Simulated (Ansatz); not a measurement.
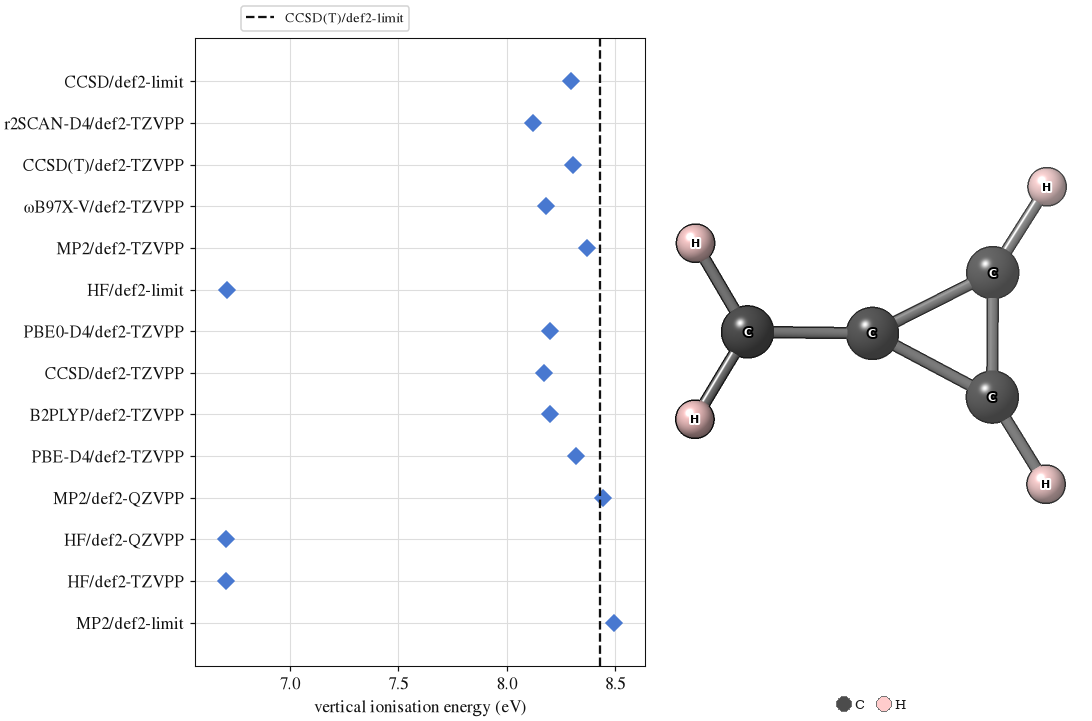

Vertical ionisation energy of C₄H₄, SMILES C=C1C=C1, taken as the energy of the cation less that of the neutral at fixed geometry (unrestricted doublet cation, cores frozen in correlated methods, no spin-orbit coupling), the Ansatz code 0.2.0, at a PBE0-D4/def2-TZVP geometry (a minimum by its frequencies). Limit means an estimate of the basis limit from triple and quadruple zeta; for coupled cluster it is either extrapolated directly or built as the MP2 limit plus the step from MP2 in triple zeta. B2PLYP/def2-TZVPP holds a correlation term that converges slowly with the basis, so part of the distance to the limit is basis error. The distance of CCSD(T)/def2-TZVPP, MP2/def2-TZVPP, CCSD/def2-TZVPP and MP2/def2-QZVPP to the limit includes basis error.

### What range do the values span, the line included?

From 6.71 eV (HF/def2-TZVPP) to 8.50 eV (MP2/def2-limit).

### Which level comes closest to the line (CCSD(T)/def2-limit), and which misses most?

Closest MP2/def2-QZVPP (8.44 eV), against 8.43 eV; farthest HF/def2-TZVPP (6.71 eV).
